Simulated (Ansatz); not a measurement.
System: LiSb$_{2}$.

Input

```
crystal:
  lattice:
    - [2.3053398198, 1.3309885655, 3.7846486358]
    - [-2.3053398198, 1.3309885655, 3.7846486358]
    - [0.0, -2.661977131, 3.7846486358]
  atoms:
    - { symbol: Li, position: [0.5, 0.5, 0.5] }
    - { symbol: Sb, position: [0.7497361521, 0.7497361521, 0.7497361521] }
    - { symbol: Sb, position: [0.2502638479, 0.2502638479, 0.2502638479] }
basis:
  ecutwfc: 420
kpoints:
  mp_grid: { grid: [12, 12, 12] }
  band_path:
    path:
      - [[0.0, 0.0, 0.0], [0.5, 0.5, 0.5], [0.75088037, 0.24911963, 0.5]]
      - [[0.5, -0.24911963, 0.24911963], [0.5, 0.0, 0.0], [0.0, 0.0, 0.0], [0.37455981, -0.37455981, 0.0]]
      - [[0.62544019, 0.0, 0.37455981], [0.5, 0.0, 0.5], [0.0, 0.0, 0.0]]
    npoints: 14
hamiltonian:
  xc: pbesol
scf:
  occupations: { method: gaussian, width: 0.1 }
  n_extra_bands: 7
output:
  forces: true
  stress: true
  eigenvalues: true
  populations: true
  dos: { projected: true, de: 0.02, nscf_kmesh: { grid: [15, 15, 15] } }
  bader: true
  write_density: true
  write_potential: true
  elf: true
  volumetric_format: npy
```

Command:

```sh
ansatz run input.yaml --threads 1 --pin off --max-ram 2048MiB --backend cpu --events-out ev --progress --plain --runs-dir out
```

Below, planes, directions and counts refer to the conventional cell (a = 4.61 Å, b = 4.61 Å, c = 11.35 Å, α = 90.00°, β = 90.00°, γ = 120.00°).

Space group R-3m; a structure generated by program, which may or may not match a known phase; computed without spin polarisation.

All numbers below come from DFT PBEsol, scalar-relativistic, plane waves, PAW (Ansatz).

### What can the converged valence pseudo-density and electron localisation function tell about the bonding?

Li–Sb (2.84 Å): ρ at the midpoint is about 0.2 e/Å³; the ELF reaches about 0.55 near the midpoint.
Bader's partition of the density gives Li +0.83 and Sb −0.42 e.

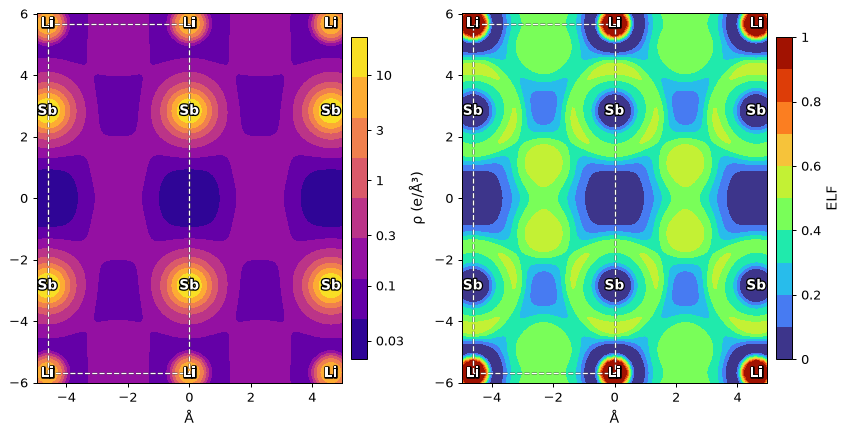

Computed valence pseudo-density and electron localisation function on the (010) plane of the conventional cell, in this order. 

In a PAW calculation such maps are meaningful between the atoms, not at the nuclei.
